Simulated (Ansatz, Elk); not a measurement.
**How far do independent atoms describe Li4Lu?**

The structure of Li4Lu used here is made up (a known structure type with other elements) and was relaxed beforehand with PBE. The aim is the Fourier transform of its all-electron density, F(hkl), set beside the sum over free spherical atoms that refinements use.

Program: Elk 11.2.3 (patched build). Level of theory: DFT, PBE, all-electron APW+lo, Dirac cores, scalar-relativistic bands, static density, no spin. Results are calculated unless marked as measured.

The structure was built from a prototype and need not be the compound's stable phase.

## 1. Starting point

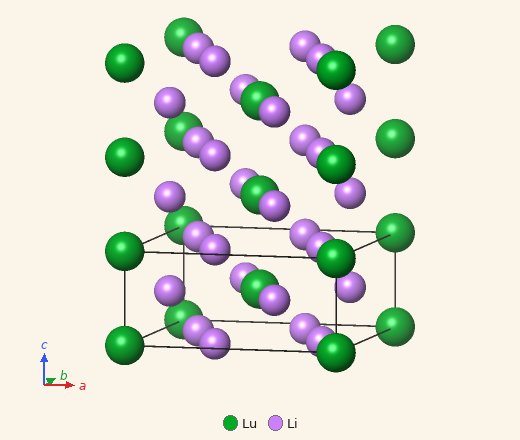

The cell as given, slightly off an axis (lutetium green, lithium purple). 1×1×3 cells are drawn. This picture shows the conventional cell, with its axes. Some periodic images of atoms are drawn too.

## 2. Ground state and structure factors

An all-electron density is needed, since X-rays see the cores too. Task 0 finds the density and task 195 Fourier-transforms it; tshift is off so that phases refer to the origin typed.

elk.in

```
tasks
  0
  195

xctype
  20

spinpol
  .false.

rgkmax
  7.0

gmaxvr
  14.0

lmaxo
  7

lmaxapw
  8

swidth
  0.002

tshift
  .false.

ramdisk
  .false.

hmaxvr
  5.5

maxscl
  120

epspot
  1e-06

sppath
  './'

avec
  -7.49167780336 7.49167780336 3.23732154696
  7.49167780336 -7.49167780336 3.23732154696
  7.49167780336 7.49167780336 -3.23732154696

atoms
  2
  'Lu.in'
  1
  -0.0000000000 0.0000000000 0.0000000000   0.000000 0.000000 0.000000
  'Li.in'
  4
  0.8258303134 0.3777121729 0.2035424863   0.000000 0.000000 0.000000
  0.6222878271 0.8258303134 0.4481181406   0.000000 0.000000 0.000000
  0.1741696866 0.6222878271 0.7964575137   0.000000 0.000000 0.000000
  0.3777121729 0.1741696866 0.5518818594   0.000000 0.000000 0.000000

ngridk
  7 7 7
```

On the command line:

```console
OMP_NUM_THREADS=4 elk
```

Numbers of over 12 decimals in the logs are rounded to 6 here.

The log of the run:

```text
┌─────────────────────────┐
│ Elk code version 11.2.3 │
└─────────────────────────┘

All units are atomic (Hartree, Bohr, etc.)

┌─────────────────────────────────────────────────┐
│ Ground-state run starting from atomic densities │
└─────────────────────────────────────────────────┘

Lattice vectors :
  -7.491677803       7.491677803       3.237321547
   7.491677803      -7.491677803       3.237321547
   7.491677803       7.491677803      -3.237321547

Reciprocal lattice vectors :
 -0.3323814514E-18  0.4193443359      0.9704295999
  0.4193443359     -0.3323814514E-18  0.9704295999
  0.4193443359      0.4193443359      0.3235566165E-17

Unit cell volume      :    726.7817473
Brillouin zone volume :   0.3412994539

Muffin-tin inner radius fraction :   0.1000000000E-01

Nuclei treated as point charges

Species : 1 (Lu)
 parameters loaded from : Lu.in
 name : lutetium
 nuclear charge    :   -71.00000000
 electronic charge :    71.00000000
 atomic mass :    318945.3298
 muffin-tin radius :    2.800000000
 number of radial points in muffin-tin :   1393
 inner part over the whole radius :   0.9962478555E-02
 number on inner part of muffin-tin    :    999
 approximate nuclear radius :   0.9954169502E-04
 number of mesh points to nuclear radius :    517
 atomic positions (lattice), magnetic fields (Cartesian) :
  1 :   0.00000000  0.00000000  0.00000000    0.00000000  0.00000000  0.00000000

Species : 2 (Li)
 parameters loaded from : Li.in
 name : lithium
 nuclear charge    :   -3.000000000
 electronic charge :    3.000000000
 atomic mass :    12652.66898
 muffin-tin radius :    1.800000000
 number of radial points in muffin-tin :    593
 inner part over the whole radius :   0.9806707936E-02
 number on inner part of muffin-tin    :    401
 approximate nuclear radius :   0.4000070961E-04
 number of mesh points to nuclear radius :    148
 atomic positions (lattice), magnetic fields (Cartesian) :
  1 :  -0.17416969  0.37771217  0.20354249    0.00000000  0.00000000  0.00000000
  2 :  -0.37771217 -0.17416969  0.44811814    0.00000000  0.00000000  0.00000000
  3 :   0.17416969 -0.37771217 -0.20354249    0.00000000  0.00000000  0.00000000
  4 :   0.37771217  0.17416969 -0.44811814    0.00000000  0.00000000  0.00000000

Total number of atoms per unit cell :    5
Total muffin-tin volume :    189.6684205
 ratio of muffin-tin to unit cell volume :   0.2609702585

Spin treatment :
 spin-unpolarised

Number of Bravais lattice symmetries :   16
Number of crystal symmetries         :    8
Crystal has inversion symmetry
Real symmetric eigensolver will be used

k-point grid :      7     7     7
k-point offset :    0.000000000       0.000000000       0.000000000
k-point set is reduced with full crystal symmetry group
Total number of k-points :       52

Muffin-tin radius times maximum |G+k| :    7.000000000
 using average radius
Maximum |G+k| for APW functions       :    3.500000000
Maximum (1/2)|G+k|²                   :    6.125000000
Maximum |G| for potential and density :    14.00000000
Constant for pseudocharge density :   10
 order of it for each species :   17  17
 order of it for pair densities of each species (exact exchange by exxq0 0: 18) :   17   7
Radial integration step length :    1

G-vector grid sizes :     50    50    50
Number of G-vectors :    33691

Maximum angular momentum used for
 APW functions            :    8
 outer part of muffin-tin :    7
 inner part of muffin-tin :    2

Total nuclear charge    :   -83.00000000
Total core charge       :    46.00000000
Total valence charge    :    37.00000000
Total excess charge     :    0.000000000
Total electronic charge :    83.00000000

Effective Wigner radius, rₛ :    1.278632591

Number of empty states         :     20
Total number of valence states :     39
Total number of core states    :     46

Third-order local-orbitals added for an l without core states : T
Total number of local-orbitals :     70

Exchange-correlation functional :     20     0     0
[...]
electron entropic           :    -0.11061325339967E-02
 total energy                :     -14614.077749885

Density of states at Fermi energy :    85.17763062
 (states/Hartree/unit cell)

Estimated indirect band gap :   0.1190967152E-02
 from k-point 5 to k-point 42
Estimated direct band gap   :   0.5394632076E-02
 at k-point 5

Charges :
 core                        :    46.00000000
 valence                     :    37.00000000
 interstitial                :    5.706276879
 muffin-tins (core leakage)
  species : 1 (Lu)
   atom 1                    :    68.67627065     (  0.3425047126E-06)
  species : 2 (Li)
   atom 1                    :    2.154363117     (   0.000000000    )
   atom 2                    :    2.154363117     (   0.000000000    )
[...]
total in muffin-tins        :    77.29372312
 total calculated charge     :    83.00001928
 total charge                :    83.00000000
 error                       :   0.1928311914E-04

RMS change in Kohn-Sham potential (target) :    9.272125967     (  0.1000000000E-05)
Absolute change in total energy (target)   :    2.866725105     (  0.1000000000E-03)

[... loops 3 to 16 left out ...]

┌──────────────────┐
│ Loop number : 17 │
└──────────────────┘

Energies :
 Fermi                       :     0.82825041811464E-01
 sum of occupied eigenvalues :     -8942.8555370634
 electron kinetic            :      16284.549450656
 core electron kinetic       :      15763.187039604
 Coulomb                     :     -30586.042689823
 Coulomb potential           :     -24822.486568932
 nuclear-nuclear             :     -797.12745303015
 electron-nuclear            :     -34763.028838239
 Hartree                     :      4974.1136014461
 Madelung                    :     -18174.799405357
 xc potential                :     -404.91841878718
 exchange                    :     -305.17335685459
 correlation                 :     -4.552965
 electron entropic           :    -0.12780109722304E-02
 total energy                :     -14611.220838566

Density of states at Fermi energy :    101.7935367
 (states/Hartree/unit cell)

Estimated indirect band gap :   0.4456457519E-03
 from k-point 14 to k-point 23
Estimated direct band gap   :   0.4834041094E-02
 at k-point 18

Charges :
 core                        :    46.00000000
 valence                     :    37.00000000
 interstitial                :    5.429217376
 muffin-tins (core leakage)
  species : 1 (Lu)
   atom 1                    :    69.04704494     (  0.3108394608E-06)
  species : 2 (Li)
[...]
total in muffin-tins        :    77.57078262
 total calculated charge     :    83.00003972
 total charge                :    83.00000000
 error                       :   0.3971571597E-04

RMS change in Kohn-Sham potential (target) :   0.2972067221E-06 (  0.1000000000E-05)
Absolute change in total energy (target)   :   0.7408365491E-05 (  0.1000000000E-03)

Convergence targets achieved

┌──────────────────┐
│ Loop number : 18 │
└──────────────────┘

Energies :
 Fermi                       :     0.82825039280516E-01
 sum of occupied eigenvalues :     -8942.8555448723
 electron kinetic            :      16284.549455097
 core electron kinetic       :      15763.187035409
 Coulomb                     :     -30586.042703389
 Coulomb potential           :     -24822.486557478
 nuclear-nuclear             :     -797.12745303015
 electron-nuclear            :     -34763.028876770
 Hartree                     :      4974.1136264108
 Madelung                    :     -18174.799424650
 xc potential                :     -404.91844249132
 exchange                    :     -305.17335750876
 correlation                 :     -4.552965
 electron entropic           :    -0.12780109194350E-02
 total energy                :     -14611.220848353

Density of states at Fermi energy :    101.7935310
 (states/Hartree/unit cell)

Estimated indirect band gap :   0.4456450363E-03
 from k-point 14 to k-point 23
Estimated direct band gap   :   0.4834041966E-02
 at k-point 18

Charges :
 core                        :    46.00000000
 valence                     :    37.00000000
 interstitial                :    5.429217253
 muffin-tins (core leakage)
  species : 1 (Lu)
   atom 1                    :    69.04704510     (  0.3108386437E-06)
  species : 2 (Li)
[...]
atom 2                    :    2.130934412     (   0.000000000    )
   atom 3                    :    2.130934412     (   0.000000000    )
   atom 4                    :    2.130934412     (   0.000000000    )
 total in muffin-tins        :    77.57078275
 total calculated charge     :    83.00003972
 total charge                :    83.00000000
 error                       :   0.3971572562E-04

┌──────────────────────────────┐
│ Self-consistent loop stopped │
└──────────────────────────────┘

Wrote STATE.OUT
```

It took 94 s on 4 threads of Arm Neoverse N1, shared host; peak memory 0.2 GiB; 5 min of CPU time.

SFACRHO.OUT:

```text

h k l indices transformed by vhmat matrix:
   1.000000000       0.000000000       0.000000000    
   0.000000000       1.000000000       0.000000000    
   0.000000000       0.000000000       1.000000000    

      h      k      l  multipl.   |H|            Re(F)            Im(F)           |F|

      0      0      0      1   0.0000000       83.000000      0.62269576E-16   83.000000    
      1     -1      0      4  0.59304245       64.337385     -0.12607654E-14   64.337385    
      1     -1      1      4  0.83868867       62.623902     -0.31519134E-15   62.623902    
      0     -1      0      8   1.0571581       61.591928     -0.12607654E-14   61.591928    
     -2      2      0      4   1.1860849       61.268919     -0.15759567E-14   61.268919    
     -1      1     -2      4   1.3260832       60.953715     -0.94557402E-15   60.953715    
     -2      2     -1      4   1.3260832       66.109743     -0.78797835E-16   66.109743    
      0     -1     -1      8   1.3494376       56.309472     -0.94557402E-15   56.309472    
     -1      0     -1      8   1.3494376       66.222890      -0.0000000       66.222890    
     -1      2     -2      8   1.5888300       56.327431      0.15759567E-14   56.327431    
     -2      2     -2      4   1.6773773       52.178846     -0.13198637E-14   52.178846    
      0      0     -3      4   1.7791273       51.213918     -0.17335524E-14   51.213918    
     -3      2      1      8   1.7966022       52.455336      0.31519134E-14   52.455336    
     -1      0      3      8   1.7966022       55.376782     -0.63038268E-15   55.376782    
     -1      1      3      4   1.8753649       53.066988     -0.63038268E-15   53.066988    
      1     -1      3      4   1.8753649       59.242980     -0.63038268E-15   59.242980    
     -1     -1      1      2   1.9408592       59.776440     -0.10119523E-14   59.776440    
      2     -3     -1      8   1.9827199       50.877247     -0.15759567E-14   50.877247
```

Elk indexes on the primitive cell of elk.in and gives |H| = 4π sin θ/λ in inverse bohr. Below, one row stands for each form hkl of the conventional cell (m members, Friedel mates merged), F is for one primitive cell and the density is static (no thermal factor). Free-atom factors are Waasmaier and Kirfel's, and R is Σm||F|−|F'||/Σm|F|.

| hkl | m | sin θ/λ (Å⁻¹) | abs F, DFT | neutral atoms | diff. |
| --- | --- | --- | --- | --- | --- |
| 110 | 4 | 0.089 | 64.337 | 64.454 | -0.117 |
| 200 | 4 | 0.126 | 62.624 | 62.844 | -0.220 |
| 101 | 8 | 0.159 | 61.592 | 61.874 | -0.282 |
| 220 | 4 | 0.178 | 61.269 | 61.409 | -0.140 |
| 310 | 4 | 0.199 | 60.954 | 61.054 | -0.100 |
| 130 | 4 | 0.199 | 66.110 | 66.337 | -0.227 |
| 121 | 8 | 0.203 | 56.309 | 56.359 | -0.050 |
| 211 | 8 | 0.203 | 66.223 | 66.451 | -0.229 |
| 301 | 8 | 0.239 | 56.327 | 56.413 | -0.086 |
| 400 | 4 | 0.252 | 52.179 | 52.261 | -0.082 |
| 330 | 4 | 0.268 | 51.214 | 51.306 | -0.092 |
| 321 | 8 | 0.270 | 52.455 | 52.535 | -0.080 |
| 231 | 8 | 0.270 | 55.377 | 55.471 | -0.094 |
| 240 | 4 | 0.282 | 53.067 | 53.184 | -0.117 |
| 420 | 4 | 0.282 | 59.243 | 59.396 | -0.153 |
| 002 | 2 | 0.292 | 59.776 | 59.983 | -0.207 |
| 411 | 8 | 0.298 | 50.877 | 50.954 | -0.077 |
| 141 | 8 | 0.298 | 54.461 | 54.568 | -0.107 |

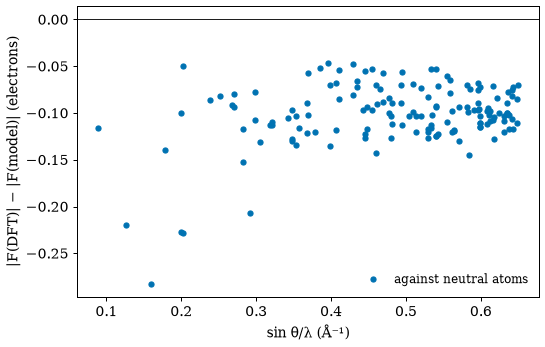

Difference between the calculated structure factors and the independent-atom ones.

## 3. The highest occupied states alone

An energy window below the Fermi level keeps the highest occupied states, to see at which angles they scatter; shallow core shells can lie inside it and anion s states outside. No new self-consistency is needed.

Changes to elk.in since step 2:

```diff
@@ -1,3 +1,2 @@
 tasks
-  0
   195
@@ -40,2 +39,5 @@
 
+wsfac
+  -0.358170 0.382830
+
 sppath
```

On the command line:

```console
OMP_NUM_THREADS=4 elk
```

The log of the run:

```text
┌─────────────────────────────────┐
│ Elk code version 11.2.3 started │
└─────────────────────────────────┘

Info(readinput): the functional depends on the density's gradient
 muffin-tin radial points multiplied by    2.00000
 (not where nrmtscf is given)

┌────────────────────┐
│ Current task : 195 │
└────────────────────┘

Info(sfacrho): density structure factors written to SFACRHO.OUT

 Energy window :  -0.3581700000      0.3828300000

┌──────────────────┐
│ Elk code stopped │
└──────────────────┘
```

Elapsed: 16 s, on 4 threads; peak memory 0.17 GiB.

States within 12 eV below the Fermi level hold 21.00 electrons; any levels below the window count with the cores. Their amplitudes can exceed the total, where window and core parts have opposite phase:

| hkl | sin θ/λ (Å⁻¹) | abs F, window | abs F, all |
| --- | --- | --- | --- |
| 110 | 0.089 | 14.205 | 64.337 |
| 200 | 0.126 | 13.182 | 62.624 |
| 101 | 0.159 | 12.325 | 61.592 |
| 220 | 0.178 | 12.020 | 61.269 |
| 310 | 0.199 | 11.585 | 60.954 |
| 130 | 0.199 | 11.430 | 66.110 |
| 121 | 0.203 | 11.587 | 56.309 |
| 211 | 0.203 | 11.345 | 66.223 |
| 301 | 0.239 | 10.769 | 56.327 |
| 400 | 0.252 | 10.503 | 52.179 |

## 4. Another functional

The difference from free atoms is small, so it is set against the change that LDA (Perdew-Wang) makes.

Changes to elk.in since step 3:

```diff
@@ -1,2 +1,3 @@
 tasks
+  0
   195
@@ -4,3 +5,3 @@
 xctype
-  20
+  3
 
@@ -39,5 +40,2 @@
 
-wsfac
-  -0.358170 0.382830
-
 sppath
```

On the command line:

```console
OMP_NUM_THREADS=4 elk
```

The log of the run:

```text
┌─────────────────────────┐
│ Elk code version 11.2.3 │
└─────────────────────────┘

All units are atomic (Hartree, Bohr, etc.)

┌─────────────────────────────────────────────────┐
│ Ground-state run starting from atomic densities │
└─────────────────────────────────────────────────┘

Lattice vectors :
  -7.491677803       7.491677803       3.237321547
   7.491677803      -7.491677803       3.237321547
   7.491677803       7.491677803      -3.237321547

Reciprocal lattice vectors :
 -0.3323814514E-18  0.4193443359      0.9704295999
[...]
interstitial                :    5.380805721
 muffin-tins (core leakage)
  species : 1 (Lu)
   atom 1                    :    69.09245372     ( -0.4409821607E-05)
  species : 2 (Li)
[...]
atom 3                    :    2.131685139     (   0.000000000    )
   atom 4                    :    2.131685139     (   0.000000000    )
 total in muffin-tins        :    77.61919428
 total calculated charge     :    83.00004316
 total charge                :    83.00000000
 error                       :   0.4316138464E-04

┌──────────────────────────────┐
│ Self-consistent loop stopped │
└──────────────────────────────┘

Wrote STATE.OUT
[key lines of the parts left out:]
total energy                :     -14601.940374306
```

Elapsed: 65 s, on 4 threads; peak memory 0.18 GiB.

Against the first run R = 0.05 %; the largest change is -0.058 at 004.

## 5. A coarser k-mesh

About half the k-points along each axis test the sampling.

Changes to elk.in since step 4:

```diff
@@ -5,3 +5,3 @@
 xctype
-  3
+  20
 
@@ -61,2 +61,2 @@
 ngridk
-  7 7 7
+  4 4 4
```

On the command line:

```console
OMP_NUM_THREADS=4 elk
```

The log of the run:

```text
┌─────────────────────────┐
│ Elk code version 11.2.3 │
└─────────────────────────┘

All units are atomic (Hartree, Bohr, etc.)

┌─────────────────────────────────────────────────┐
│ Ground-state run starting from atomic densities │
└─────────────────────────────────────────────────┘

Lattice vectors :
  -7.491677803       7.491677803       3.237321547
   7.491677803      -7.491677803       3.237321547
   7.491677803       7.491677803      -3.237321547

Reciprocal lattice vectors :
 -0.3323814514E-18  0.4193443359      0.9704295999
[...]
interstitial                :    5.437325726
 muffin-tins (core leakage)
  species : 1 (Lu)
   atom 1                    :    69.03806470     (  0.3105717354E-06)
  species : 2 (Li)
[...]
atom 3                    :    2.131152393     (   0.000000000    )
   atom 4                    :    2.131152393     (   0.000000000    )
 total in muffin-tins        :    77.56267427
 total calculated charge     :    83.00003585
 total charge                :    83.00000000
 error                       :   0.3584650932E-04

┌──────────────────────────────┐
│ Self-consistent loop stopped │
└──────────────────────────────┘

Wrote STATE.OUT
[key lines of the parts left out:]
total energy                :     -14611.223083945
```

Run time: 46 s. Hardware: 4 threads; peak memory 0.2 GiB; 1.7 min of CPU time.

Against the first run R = 0.00 %; the largest change is -0.013 at 200.

## 6. Settings against the effect

| run | R against the first run (%) | R against neutral atoms, low angle (%) | wall time |
| --- | --- | --- | --- |
| PBE, rgkmax 7 | 0.00 | 0.23 | 94 s |
| LDA (Perdew-Wang) | 0.05 | 0.24 | 65 s |
| k-mesh 4×4×4 | 0.00 | 0.23 | 46 s |

## 7. What came out

| Quantity | Value |
| --- | --- |
| R against neutral atoms, sin θ/λ < 0.3 Å⁻¹ | 0.23 % |
| R against neutral atoms, 0.3 to 0.65 Å⁻¹ | 0.23 % |

Independent neutral atoms miss the calculated amplitudes by R = 0.23 % below 0.3 Å⁻¹ and 0.23 % from there to 0.65 Å⁻¹; by shells, 0.27 % below 0.15 Å⁻¹ (2 forms), 0.23 % 0.15 to 0.3 (16 forms), 0.20 % 0.3 to 0.45 (34 forms), 0.25 % above 0.45 (97 forms). Bonding, aspherical density and the tables' own atoms all enter these figures, and the runs don't part them. The largest change of an amplitude is -0.28 electrons, at 101. The window's part falls from 21.0 electrons at the origin to at most 6.12 between 0.45 and 0.65 Å⁻¹, where compact states inside the window still scatter. Below 0.3 Å⁻¹ the changes that finished (LDA (Perdew-Wang) and k-mesh 4×4×4) move F by R = 0.03 % at most, against the 0.23 % that separates it from free atoms. The basis has no finished test. Spin-orbit coupling is left out, which can matter for elements this heavy. Part of the difference isn't bonding: the tables are fits to free atoms and ions calculated by other methods than this functional. Thermal motion, anomalous dispersion and extinction are left out.

[Logs are printed without paths, hosts, clocks, repeated set-up lines and the standing remarks that a program may print on its own settings, such as how far it seeks lower states.]

[Hosts, paths, dates, database ids (printed as entryN), source tags and the programs' standing remarks are cut or masked in the printed files.]
